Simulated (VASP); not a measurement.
Band structure of YSi2 (relaxed from the CrSi2 structure, space group P6_222). Method: PBEsol GGA, VASP's PBE PAW potentials (set 64) (plane waves; VASP).

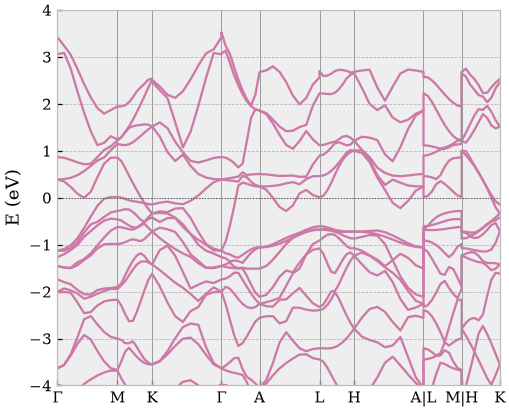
Fig. 1. Bands along high-symmetry lines, zero at the valence-band maximum or, without a gap, the Fermi level

Task: Read the plot: is there a gap, and where are the band edges?

Result: It has no gap at this level: it comes out as a metal or semimetal. (Edges off the drawn lines would not show.)

The structure was generated: YSi2 was put into the CrSi2 type (P6_222), which need not be its known phase. It was relaxed first. The electron count is odd and the run is not spin-polarised, which forces a metal.
